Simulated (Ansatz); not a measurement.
A series of calculations on CH2O2Se

## 1. Relaxation

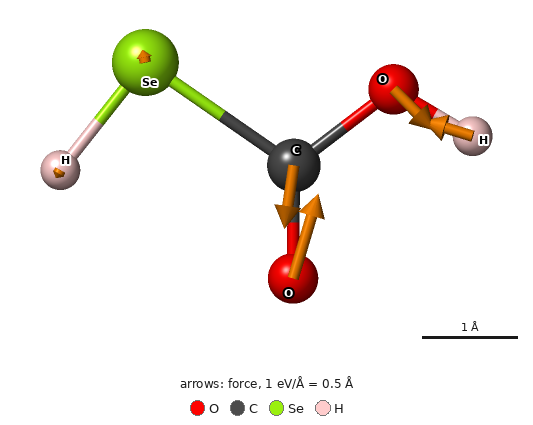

Starting geometry of CH2O2Se with the computed forces as orange arrows. The picture is a ball-and-stick view, seen face on.

The run prepares an end point of a later path (torsion) calculation, from a guessed geometry.

Method: RHF/def2-SVP (Ansatz). (no spin polarisation; force threshold 0.015 eV/Å; at most 40 steps)

Q: Is this structure relaxed? If not, where do the atoms go?

A: It isn't relaxed: the largest force vector, on an O atom, is 1.87 eV/Å. The final displacements follow the starting forces only in part (cosine between the two patterns 0.39). Over 6 geometry steps the energy falls by 5.02 kJ/mol. Largest force component: 1.3 eV/Å at the start, 0.0067 eV/Å at the end. The atom that moves furthest after the best rigid fit is an H atom (0.067 Å). Largest moves by element: H 0.067 Å, O 0.055 Å, C 0.022 Å, Se 0.019 Å. Near-neighbour distances that change, for instance: H–O 0.971 → 0.952 Å, C–O 1.190 → 1.174 Å, H–Se 1.444 → 1.452 Å, C–Se 1.909 → 1.916 Å. Bond angles that change, for instance: C–O–H 112.2° → 108.8°, O–C–O 127.6° → 124.6°.

## 2. Relaxation

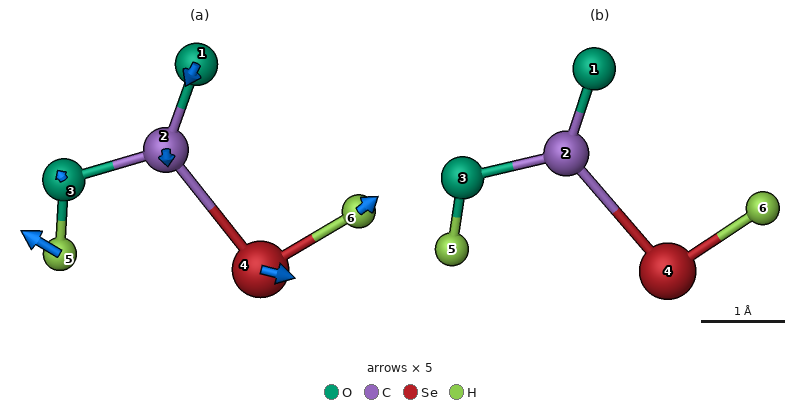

The structure of CH2O2Se before (left) and after (right) a relaxation, at one scale. The blue arrows give the displacements, 5 times their true length.

Style: ball-and-stick. Shown from a free direction.

The run prepares an end point of a later path (torsion) calculation, from a guessed geometry.

These are results of RHF/def2-SVP (Ansatz), not measurements. Settings: no spin polarisation; force threshold 0.015 eV/Å; at most 40 steps.

What changed between the two?

Answer. H5 moves most after the best rigid fit: 0.11 Å. Largest moves by element: H 0.11 Å, Se 0.09 Å, O 0.07 Å, C 0.05 Å. Among the contacts that change: C2–Se4 1.909 → 1.940 Å, O3–H5 0.971 → 0.946 Å, O1–C2 1.190 → 1.167 Å, Se4–H6 1.444 → 1.449 Å. Bond angles that change, for instance: O3–C2–Se4 108.1° → 113.8°, O1–C2–O3 127.6° → 123.0°. The energy falls by 13.8 kJ/mol in 5 accepted moves (6 points after the start). Largest force component: 1.9 eV/Å at the start, 0.0045 eV/Å at the end. The line search rejected the trial step at point 4 of the run. The run took 13 s on 1 thread of Arm Neoverse V1 (shared host), peak memory 0.16 GiB.

## 3. Path

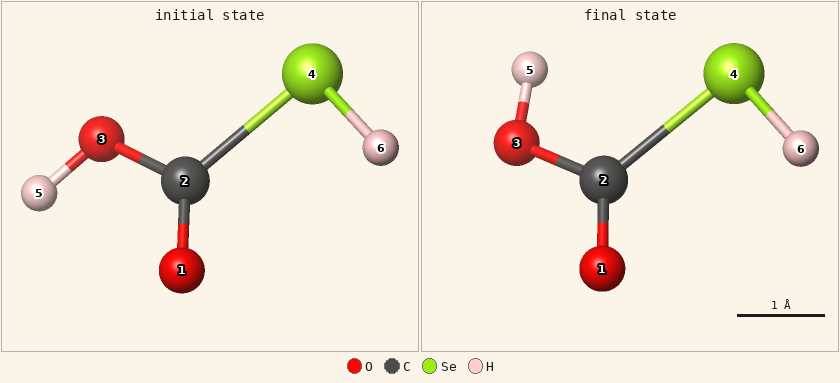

The two relaxed end points of a path for CH₂O₂Se. A ball-and-stick model, seen from a free direction.

Computed with Ansatz 0.2.0, RHF/def2-SVP.

Run with 9 movable images; climbing image; force threshold 0.03 eV/Å; iteration limit 60.

Start:
```xyz
6

O    -0.3433   -0.7090    1.0694
C     0.1034   -0.1540    0.1361
O     1.3295   -0.3209   -0.3191
Se   -0.8255    1.1213   -0.9513
H     1.7776   -0.9562    0.2304
H    -2.0418    1.0188   -0.1655
```

End:
```xyz
6

O    -0.6035   -0.7349    1.2430
C     0.0552   -0.3225    0.3725
O     1.3038   -0.7043    0.1727
Se   -0.5797    0.9847   -0.9133
H     1.7171   -0.2887   -0.5696
H    -1.8928    1.0656   -0.3054
```

### Predict the minimum-energy path and its barrier.

Forward barrier 46.6 kJ/mol, backward barrier 21.0 kJ/mol, with image 6 at the top; the reaction energy is +25.6 kJ/mol. The motion is a rotation about the C2–O3 bond by about 180°. No bond forms or breaks between the ends. Among the angles between lasting bonds that change up to the highest image: C2–O3–H5 108.8° → 111.5°. The band converged in 16 iterations. The largest component of the band force went from 22 to 0.022 eV/Å. The climbing image converged on the top of the path. Its vibrational analysis gives one imaginary mode (510i cm⁻¹), as a transition state must have.

Energies of the converged images:

| image | path (Å) | E (kJ/mol) |
| --- | --- | --- |
| 0 | 0.00 | 0.0 |
| 1 | 0.19 | 2.2 |
| 2 | 0.37 | 10.4 |
| 3 | 0.56 | 22.4 |
| 4 | 0.74 | 34.7 |
| 5 | 0.93 | 43.5 |
| 6 | 1.12 | 46.6 |
| 7 | 1.35 | 42.4 |
| 8 | 1.58 | 33.4 |
| 9 | 1.81 | 26.8 |
| 10 | 2.04 | 25.6 |

The geometry at the top of the path:

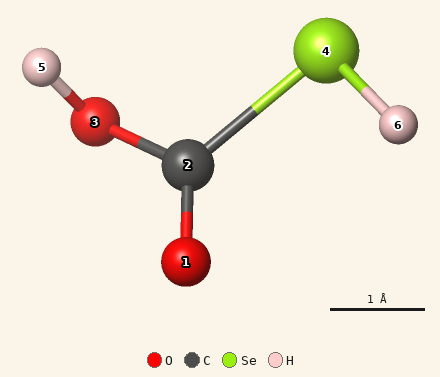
